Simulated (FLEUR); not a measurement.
# Fe: orders along a scan of the volume

Wanted: the trend of the moments of Fe with the volume.

Method: LDA (VWN); all-electron FLAPW, Dirac cores, scalar-relativistic bands, in FLEUR MaX-R8.1.

The database entry behind the starting cell differs from later determinations by our own check (an axis about 0.7 % long against later determinations), so it need not match the best structure at ambient conditions.

## 1. The starting structure

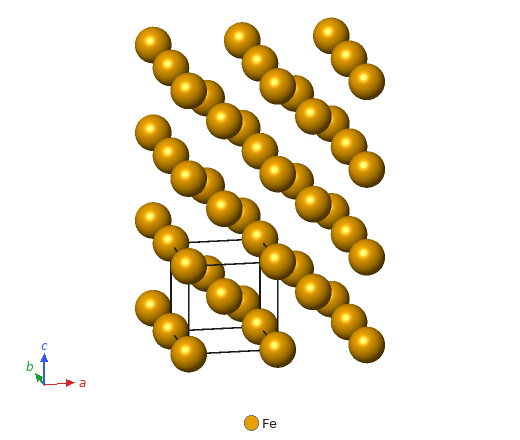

The cell as given, slightly off an axis (iron orange). 2×2×3 cells are drawn. This picture shows the conventional cell, with its axes. Some periodic images of atoms are drawn too.

## 2. Factor 1, start ferro +

The scan starts at the cell as given.

All lengths change alike; the factor is that of the volume. Atoms keep their fractional places. Spheres, Kmax and the mesh are the same at all points, the spheres being those of the tightest cell. inpgen writes inp.xml from crystal.txt; cutoffs, mixing, functional, smearing and local orbitals are then set in the file. The k list default-1 (kpts.xml, not shown) is a Γ-centred 14×14×14 mesh; where the ranks do not divide the number of points, some are split in two of half the weight.

Input file inp.xml:

```
<?xml version="1.0" encoding="UTF-8" standalone="no"?>
<fleurInput fleurInputVersion="0.39">
   <comment>
      Fe
   </comment>
   <calculationSetup>
      <cutoffs Kmax="3.71" Gmax="11.1" GmaxXC="11.1" numbands="0"/>
      <scfLoop itmax="110" minDistance="0.00002" maxIterBroyd="15" imix="Anderson" alpha="0.05" precondParam="0.0" spinf="2.0" sdNocoIR="T"/>
      <coreElectrons ctail="T" frcor="F" kcrel="0" coretail_lmax="0"/>
      <xcFunctional name="vwn" relativisticCorrections="F"/>
      <magnetism jspins="2"/>
      <soc l_soc="F" theta="0.0" phi="0.0" spav="F"/>
      <expertModes spex="0" secvar="F"/>
      <geometryOptimization l_f="F" forcealpha="1.0" forcemix="BFGS" epsdisp="0.00001" epsforce="0.00001"/>
      <ldaU l_linMix="F" mixParam="0.05" spinf="1.0"/>
   </calculationSetup>
   <cell>
      <bzIntegration valenceElectrons="16.0" mode="hist" fermiSmearingEnergy="0.00183747">
         <kPointListSelection listName="default-1"/>
         <xi:include xmlns:xi="http://www.w3.org/2001/XInclude" href="kpts.xml"> </xi:include>
      </bzIntegration>
      <xi:include xmlns:xi="http://www.w3.org/2001/XInclude" href="sym.xml"> </xi:include>
      <bulkLattice scale="1.0">
         <bravaisMatrix>
            <row-1>   -2.7268747977977998     2.7268747977977998     2.7268747977977998</row-1>
            <row-2>    2.7268747977977998    -2.7268747977977998     2.7268747977977998</row-2>
            <row-3>    2.7268747977977998     2.7268747977977998    -2.7268747977977998</row-3>
         </bravaisMatrix>
      </bulkLattice>
   </cell>
   <atomSpecies>
      <species name="Iron (Fe) 2.800" element="Fe" atomicNumber="26">
         <mtSphere radius="2.21" gridPoints="731" logIncrement="0.017"/>
         <atomicCutoffs lmax="8" lnonsphr="6"/>
         <electronConfig flipSpins="F">
            <coreConfig>(1s1/2) (2s1/2) (2p1/2) (2p3/2)</coreConfig>
            <valenceConfig>(3s1/2) (3p1/2) (3p3/2) (4s1/2) (3d3/2) (3d5/2)</valenceConfig>
            <stateOccupation state="(3d3/2)" spinUp="1.4" spinDown="1.0"/>
            <stateOccupation state="(3d5/2)" spinUp="3.0" spinDown="0.6"/>
         </electronConfig>
         <energyParameters s="4" p="4" d="3" f="4"/>
         <lo type="SCLO" l="0" n="3" eDeriv="0"/>
         <lo type="SCLO" l="1" n="3" eDeriv="0"/>
      </species>
   </atomSpecies>
   <atomGroups>
      <atomGroup species="Iron (Fe) 2.800">
         <relPos label="                   1">.0000000000 .0000000000 .0000000000</relPos>
         <force calculate="T" relaxXYZ="TTT"/>
      </atomGroup>
   </atomGroups>
   <output dos="F" band="F" slice="F">
      <bandDOS minEnergy="-.5*Htr" maxEnergy="0.5*Htr" sigma="0.015" storeEVData="T"/>
      <plotting iplot="0" polar="F">
         <plot TwoD="T" vec1="  1.0  0.0  0.0" vec2="  0.0  1.0  0.0" vec3="  0.0  0.0  1.0" zero="  0.0  0.0  0.0" file="plot"/>
      </plotting>
      <moessbauerParams electricFieldGradient="F" isomerShift="F" coreHyperfine="F" valenceHyperfine="F"/>
   </output>
</fleurInput>
```

Input file crystal.txt:

```
Fe
&input film=F cartesian=F /
-1.44300000000  1.44300000000  1.44300000000
1.44300000000  -1.44300000000  1.44300000000
1.44300000000  1.44300000000  -1.44300000000
1.8897261246
1.0 1.0 1.0

1
26 0.00000000000  0.00000000000  0.00000000000 : 2.800

&kpt div1=14 div2=14 div3=14 gamma=T /
```

Command:

```sh
$ OMP_NUM_THREADS=1 inpgen -f crystal.txt > inpgen.log  # inp.xml is then edited as shown
$ OMP_NUM_THREADS=1 mpirun -n 4 fleur_MPI > fleur.log
```

Log:

```text
Welcome to FLEUR        (www.flapw.de)
      MaX-Release 8.1          (www.max-centre.eu)

 ========== k-point set info ==========
 Selected k-point list: default-1
 k-point list type: mesh
 14 x 14 x 14
 Number of k points: 104

 ------------Calculation Setup---------------------------
 Number of MPI-tasks      :            4
 Number of PE/node        :            4
 Number of OMP-threads    :            1
 k-points in parallel     :            4
 pe's per k-point         :            1
 No of k-point loops      :           26
 Eigenvalue solver        :       lapack
 Number of basis functions:           85
 Approximate size of matrices (H+S) per k-point:         0.000 GB
 --------------------------------------------------------
 Iteration:     1   Distance:      12.13210138 me/bohr^3
 Iteration:     2   Distance:      11.15978031 me/bohr^3
 Iteration:     3   Distance:       6.54830474 me/bohr^3
 Iteration:     4   Distance:       2.88803290 me/bohr^3
 Iteration:     5   Distance:       2.12370911 me/bohr^3
 Iteration:     6   Distance:       3.99736666 me/bohr^3
 Iteration:     7   Distance:       1.31298785 me/bohr^3
 Iteration:     8   Distance:       1.80135098 me/bohr^3
 Iteration:     9   Distance:       0.21130455 me/bohr^3
 Iteration:    10   Distance:       0.04187682 me/bohr^3
 Iteration:    11   Distance:       0.06834761 me/bohr^3
 Iteration:    12   Distance:       0.05609273 me/bohr^3
 Iteration:    13   Distance:       0.00266479 me/bohr^3
 Iteration:    14   Distance:       0.00131948 me/bohr^3
 Iteration:    15   Distance:       0.00004349 me/bohr^3
 Iteration:    16   Distance:       0.00004194 me/bohr^3
 Iteration:    17   Distance:       0.00000843 me/bohr^3

 ********************************************************************
 Run finished successfully
 Stop message:
   all done
 ********************************************************************

--- out.xml (last complete iteration) ---
<iteration numberForCurrentRun="   17" overallNumber="   17">
         [... left out ...]
         <bandgap value="0.0176576377" units="eV"/>
         <sumValenceSingleParticleEnergies value="-13.1837548447" units="Htr"/>
         <FermiEnergy value="0.3302181311" units="Htr"/>
         <valenceDensity>
            <mtCharges spin="1">
               <mtCharge atomType="1" total="8.4479565" s="1.1654709" p="3.1353442" d="4.1341403" f="0.0101658"/>
            </mtCharges>
            <mtCharges spin="2">
               <mtCharge atomType="1" total="6.1848455" s="1.1702963" p="3.1554882" d="1.8503641" f="0.0071580"/>
            </mtCharges>
            <spinDependentCharge spin="1" total="9.1191028" interstitial="0.6711463" mtSpheres="8.4479565"/>
            <spinDependentCharge spin="2" total="6.8808972" interstitial="0.6960517" mtSpheres="6.1848455"/>
            <totalCharge value="16.0000000000"/>
         </valenceDensity>
         [... left out ...]
         <magneticMomentsInMTSpheres units="muBohr">
            <globalMagMoment atomType="1" vec="0.00000   0.00000   2.26311"/>
            <localMagMoment atomType="1" vec="0.00000   0.00000   2.26311"/>
         </magneticMomentsInMTSpheres>
         [... left out ...]
         <totalEnergy value="    -1270.5861713210" units="Htr">
            <sumOfEigenvalues value="     -734.2609846477">
               <coreElectrons value="-721.0772298030"/>
               <valenceElectrons value="-13.1837548447"/>
            </sumOfEigenvalues>
            <densityCoulombPotentialIntegral value="-1950.4467807546"/>
            <densityEffectivePotentialIntegral value="-2021.4762720300"/>
            <chargeDenXCDenIntegral value="-53.6619160332"/>
            <FockExchangeEnergyValence value="0.0000000000"/>
            <FockExchangeEnergyCore value="0.0000000000"/>
         [... left out ...]
            <tkbTimesEntropy value="0.0002715611"/>
            <freeEnergy value="-1270.5864428821"/>
            <extrapolationTo0K value="-1270.5863071016"/>
         </totalEnergy>
         <densityConvergence units="me/bohr^3">
            <chargeDensity spin="1" distance="0.0000070521"/>
            <chargeDensity spin="2" distance="0.0000031000"/>
            <overallChargeDensity distance="0.0000069011"/>
            <spinDensity distance="0.0000084296"/>
         </densityConvergence>
      </iteration>
```

Elapsed: 4.2 s, on 4 MPI ranks of Arm Neoverse V2, shared host; peak memory 0.16 GiB.

Spin moment in the muffin-tin sphere by atom:

| atom | spin moment in the muffin-tin sphere (μB) |
| --- | --- |
| Fe1 | 2.26 |

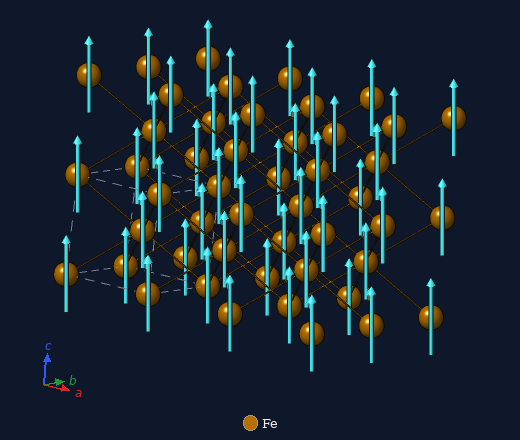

Spin moment in the muffin-tin sphere as arrows, the longest 2.26 μB. Up and down stand for the sign. Arrows give size and sign along the axis of quantisation, drawn up and down the page. 3×2×2 conventional cells are drawn. Some periodic images of atoms are drawn too.

Read from the output:

| Item | Value |
| --- | --- |
| free energy | -34574.4185 eV |
| program's band gap on this mesh (in a metal only a level spacing) | 0.01766 eV |
| magnetization | 2.238 μB |
| final state | ferromagnetic |

After 17 cycles the largest moment stands at 2.26 μB.

## 3. Factor 1, start antiferro q=(0,0,1/2) +-

The k list default-1 (kpts.xml, not shown) is a Γ-centred 14×14×7 mesh.

Changes to inp.xml since step 2:

```diff
@@ -17,3 +17,3 @@
    <cell>
-      <bzIntegration valenceElectrons="16.0" mode="hist" fermiSmearingEnergy="0.00183747">
+      <bzIntegration valenceElectrons="32.0" mode="hist" fermiSmearingEnergy="0.00183747">
          <kPointListSelection listName="default-1"/>
@@ -26,3 +26,3 @@
             <row-2>    2.7268747977977998    -2.7268747977977998     2.7268747977977998</row-2>
-            <row-3>    2.7268747977977998     2.7268747977977998    -2.7268747977977998</row-3>
+            <row-3>    5.4537495955955997     5.4537495955955997    -5.4537495955955997</row-3>
          </bravaisMatrix>
@@ -44,2 +44,15 @@
       </species>
+      <species name="Iron (Fe) -2.800" element="Fe" atomicNumber="26">
+         <mtSphere radius="2.21" gridPoints="731" logIncrement="0.017"/>
+         <atomicCutoffs lmax="8" lnonsphr="6"/>
+         <electronConfig flipSpins="F">
+            <coreConfig>(1s1/2) (2s1/2) (2p1/2) (2p3/2)</coreConfig>
+            <valenceConfig>(3s1/2) (3p1/2) (3p3/2) (4s1/2) (3d3/2) (3d5/2)</valenceConfig>
+            <stateOccupation state="(3d3/2)" spinUp="1.0" spinDown="1.4"/>
+            <stateOccupation state="(3d5/2)" spinUp="0.6" spinDown="3.0"/>
+         </electronConfig>
+         <energyParameters s="4" p="4" d="3" f="4"/>
+         <lo type="SCLO" l="0" n="3" eDeriv="0"/>
+         <lo type="SCLO" l="1" n="3" eDeriv="0"/>
+      </species>
    </atomSpecies>
@@ -48,2 +61,6 @@
          <relPos label="                   1">.0000000000 .0000000000 .0000000000</relPos>
+         <force calculate="T" relaxXYZ="TTT"/>
+      </atomGroup>
+      <atomGroup species="Iron (Fe) -2.800">
+         <relPos label="                   2">.0000000000 .0000000000 1.000/2.000</relPos>
          <force calculate="T" relaxXYZ="TTT"/>
```

Input file crystal.txt:

```
Fe
&input film=F cartesian=F /
-1.44300000000  1.44300000000  1.44300000000
1.44300000000  -1.44300000000  1.44300000000
2.88600000000  2.88600000000  -2.88600000000
1.8897261246
1.0 1.0 1.0

2
26 0.00000000000  0.00000000000  0.00000000000 : 2.800
26 0.00000000000  0.00000000000  0.50000000000 : -2.800

&kpt div1=14 div2=14 div3=7 gamma=T /
```

Log:

```text
[banner, memory and clock lines left out]
Welcome to FLEUR        (www.flapw.de)
      MaX-Release 8.1          (www.max-centre.eu)

 ========== k-point set info ==========
 Selected k-point list: default-1
 k-point list type: mesh
 14 x 14 x 7
 Number of k points: 372

 [... set-up left out ...]
 Iteration:     1   Distance:      15.32352070 me/bohr^3
 Iteration:     2   Distance:      14.40117122 me/bohr^3
 Iteration:     3   Distance:       9.34833036 me/bohr^3
 Iteration:     4   Distance:       7.79852911 me/bohr^3
 Iteration:     5   Distance:       5.31768897 me/bohr^3
 Iteration:     6   Distance:       5.88943640 me/bohr^3
 Iteration:     7   Distance:       3.56848562 me/bohr^3
 Iteration:     8   Distance:       3.57102469 me/bohr^3
[... lines left out ...]
 Iteration:    19   Distance:       0.00157428 me/bohr^3
 Iteration:    20   Distance:       0.00151229 me/bohr^3
 Iteration:    21   Distance:       0.00032778 me/bohr^3
 Iteration:    22   Distance:       0.00032194 me/bohr^3
 Iteration:    23   Distance:       0.00008525 me/bohr^3
 Iteration:    24   Distance:       0.00001954 me/bohr^3

 ********************************************************************
 Run finished successfully
 Stop message:
   all done
 ********************************************************************

--- out.xml (last complete iteration) ---
<iteration numberForCurrentRun="   24" overallNumber="   24">
         [... left out ...]
         <bandgap value="0.0000000000" units="eV"/>
         <sumValenceSingleParticleEnergies value="-26.4386947866" units="Htr"/>
         <FermiEnergy value="0.3412719707" units="Htr"/>
         [... left out ...]
         <magneticMomentsInMTSpheres units="muBohr">
            <globalMagMoment atomType="1" vec="0.00000   0.00000   2.02549"/>
            <globalMagMoment atomType="2" vec="0.00000   0.00000  -2.02549"/>
         </magneticMomentsInMTSpheres>
         [... left out ...]
         <totalEnergy value="    -2541.1564397890" units="Htr">
            <sumOfEigenvalues value="    -1468.7071209067">
               <coreElectrons value="-1442.2684261201"/>
               <valenceElectrons value="-26.4386947866"/>
            </sumOfEigenvalues>
         [... left out ...]
            <freeEnergy value="-2541.1575758328"/>
            <extrapolationTo0K value="-2541.1570078109"/>
         </totalEnergy>
         <densityConvergence units="me/bohr^3">
            <chargeDensity spin="1" distance="0.0000112396"/>
            <chargeDensity spin="2" distance="0.0000112446"/>
            <overallChargeDensity distance="0.0000111166"/>
            <spinDensity distance="0.0000195438"/>
         </densityConvergence>
      </iteration>
```

Wall time 50 s (4 MPI ranks); peak memory 0.24 GiB.

Spin moment in the muffin-tin sphere by atom:

| atom | spin moment in the muffin-tin sphere (μB) |
| --- | --- |
| Fe1 | 2.03 |
| Fe2 | -2.03 |

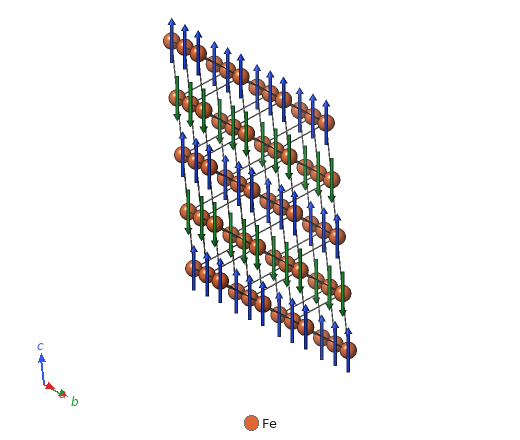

Spin moment in the muffin-tin sphere as arrows, the longest 2.03 μB. Up and down stand for the sign. Arrows give size and sign along the axis of quantisation, drawn up and down the page. The two directions have two colours. 2×3×2 cells are drawn. Some periodic images of atoms are drawn too.

Read from the output:

```
free energy                                                       : -69148.4203 eV
program's band gap on this mesh (in a metal only a level spacing) : 0 eV
magnetization                                                     : 0 μB
final state                                                       : antiferromagnetic
```

After 24 cycles the largest moment stands at 2.03 μB.

## 4. Factor 1, start no spin polarisation

The k list default-1 (kpts.xml, not shown) is a Γ-centred 14×14×14 mesh.

Input file inp.xml:

```
<?xml version="1.0" encoding="UTF-8" standalone="no"?>
<fleurInput fleurInputVersion="0.39">
   <comment>
      Fe
   </comment>
   <calculationSetup>
      <cutoffs Kmax="3.71" Gmax="11.1" GmaxXC="11.1" numbands="0"/>
      <scfLoop itmax="110" minDistance="0.00002" maxIterBroyd="15" imix="Anderson" alpha="0.05" precondParam="0.0" spinf="2.0" sdNocoIR="T"/>
      <coreElectrons ctail="T" frcor="F" kcrel="0" coretail_lmax="0"/>
      <xcFunctional name="vwn" relativisticCorrections="F"/>
      <magnetism jspins="1"/>
      <soc l_soc="F" theta="0.0" phi="0.0" spav="F"/>
      <expertModes spex="0" secvar="F"/>
      <geometryOptimization l_f="F" forcealpha="1.0" forcemix="BFGS" epsdisp="0.00001" epsforce="0.00001"/>
      <ldaU l_linMix="F" mixParam="0.05" spinf="1.0"/>
   </calculationSetup>
   <cell>
      <bzIntegration valenceElectrons="16.0" mode="hist" fermiSmearingEnergy="0.00183747">
         <kPointListSelection listName="default-1"/>
         <xi:include xmlns:xi="http://www.w3.org/2001/XInclude" href="kpts.xml"> </xi:include>
      </bzIntegration>
      <xi:include xmlns:xi="http://www.w3.org/2001/XInclude" href="sym.xml"> </xi:include>
      <bulkLattice scale="1.0">
         <bravaisMatrix>
            <row-1>   -2.7268747977977998     2.7268747977977998     2.7268747977977998</row-1>
            <row-2>    2.7268747977977998    -2.7268747977977998     2.7268747977977998</row-2>
            <row-3>    2.7268747977977998     2.7268747977977998    -2.7268747977977998</row-3>
         </bravaisMatrix>
      </bulkLattice>
   </cell>
   <atomSpecies>
      <species name="Iron (Fe)" element="Fe" atomicNumber="26">
         <mtSphere radius="2.21" gridPoints="731" logIncrement="0.017"/>
         <atomicCutoffs lmax="8" lnonsphr="6"/>
         <electronConfig flipSpins="F">
            <coreConfig>(1s1/2) (2s1/2) (2p1/2) (2p3/2)</coreConfig>
            <valenceConfig>(3s1/2) (3p1/2) (3p3/2) (4s1/2) (3d3/2) (3d5/2)</valenceConfig>
            <stateOccupation state="(3d3/2)" spinUp="1.200000" spinDown="1.200000"/>
            <stateOccupation state="(3d5/2)" spinUp="1.800000" spinDown="1.800000"/>
         </electronConfig>
         <energyParameters s="4" p="4" d="3" f="4"/>
         <lo type="SCLO" l="0" n="3" eDeriv="0"/>
         <lo type="SCLO" l="1" n="3" eDeriv="0"/>
      </species>
   </atomSpecies>
   <atomGroups>
      <atomGroup species="Iron (Fe)">
         <relPos label="                   1">.0000000000 .0000000000 .0000000000</relPos>
         <force calculate="T" relaxXYZ="TTT"/>
      </atomGroup>
   </atomGroups>
   <output dos="F" band="F" slice="F">
      <bandDOS minEnergy="-.5*Htr" maxEnergy="0.5*Htr" sigma="0.015" storeEVData="T"/>
      <plotting iplot="0" polar="F">
         <plot TwoD="T" vec1="  1.0  0.0  0.0" vec2="  0.0  1.0  0.0" vec3="  0.0  0.0  1.0" zero="  0.0  0.0  0.0" file="plot"/>
      </plotting>
      <moessbauerParams electricFieldGradient="F" isomerShift="F" coreHyperfine="F" valenceHyperfine="F"/>
   </output>
</fleurInput>
```

Input file crystal.txt:

```
Fe
&input film=F cartesian=F /
-1.44300000000  1.44300000000  1.44300000000
1.44300000000  -1.44300000000  1.44300000000
1.44300000000  1.44300000000  -1.44300000000
1.8897261246
1.0 1.0 1.0

1
26 0.00000000000  0.00000000000  0.00000000000

&kpt div1=14 div2=14 div3=14 gamma=T /
```

Log:

```text
[banner, memory and clock lines left out]
Welcome to FLEUR        (www.flapw.de)
      MaX-Release 8.1          (www.max-centre.eu)

 ========== k-point set info ==========
 Selected k-point list: default-1
 k-point list type: mesh
 14 x 14 x 14
 Number of k points: 104

 [... set-up left out ...]
 Iteration:     1   Distance:      14.67384267 me/bohr^3
 Iteration:     2   Distance:      12.42357043 me/bohr^3
 Iteration:     3   Distance:       5.44928941 me/bohr^3
 Iteration:     4   Distance:       1.39196975 me/bohr^3
 Iteration:     5   Distance:       0.57565080 me/bohr^3
[...]
<FermiEnergy value="0.3329615156" units="Htr"/>
         [... left out ...]
         <totalEnergy value="    -1270.5679314327" units="Htr">
            <sumOfEigenvalues value="     -734.4597038316">
               <coreElectrons value="-721.2202622536"/>
               <valenceElectrons value="-13.2394415780"/>
            </sumOfEigenvalues>
         [... left out ...]
            <freeEnergy value="-1270.5691636506"/>
            <extrapolationTo0K value="-1270.5685475416"/>
         </totalEnergy>
         <densityConvergence units="me/bohr^3">
            <chargeDensity spin="1" distance="0.0000017816"/>
         </densityConvergence>
      </iteration>
```

The job ended after 1.9 s (4 MPI ranks; peak memory 0.09 GiB; 7.3 s of CPU time).

This step gave:

* free energy: -34573.9483 eV
* program's band gap on this mesh (in a metal only a level spacing): 0.001010 eV
* final state: non-magnetic (no spin polarisation)

(Continued in part 2 of 2.)

[Logs and program files are shortened in this print: banners, set-up blocks, solver, clock and traceback lines can be left out without a mark of their own.]

[Logs are printed without paths, hosts, clocks, repeated set-up lines and the standing remarks that a program may print on its own settings, such as how far it seeks lower states.]

[Hosts, paths, dates, database ids (printed as entryN), source tags and the programs' standing remarks are cut or masked in the printed files.]

[Where a cell is said to come from a database of computed structures, the database is the Materials Project.]
